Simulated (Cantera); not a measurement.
A closed system holds: 1 mol HI, 0.27 mol O2, at 6200 Pa.

Equilibrium computed with Cantera from the NASA thermochemical tables; the gas is ideal and each condensed phase is pure. Candidate condensed phases: H2O, I2; 25 gas species. Ions and electrons are included (thermal ionisation). The numbers say what is thermodynamically allowed, not how fast it happens.

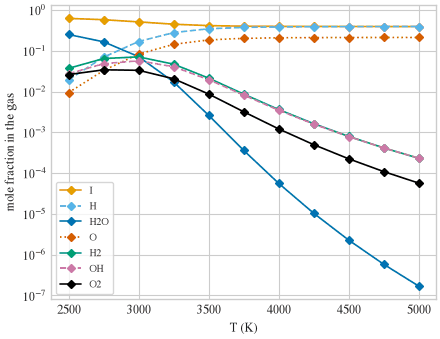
Equilibrium gas composition (values under 1e-9 drawn at 1e-9)

Problem. Read off the mole fractions at 4000 K.

Solution. I about 0.40, H about 0.39, O about 0.21, H2 about 0.0036, OH about 0.0035, O2 about 0.0012, H2O about 5.6e-5.
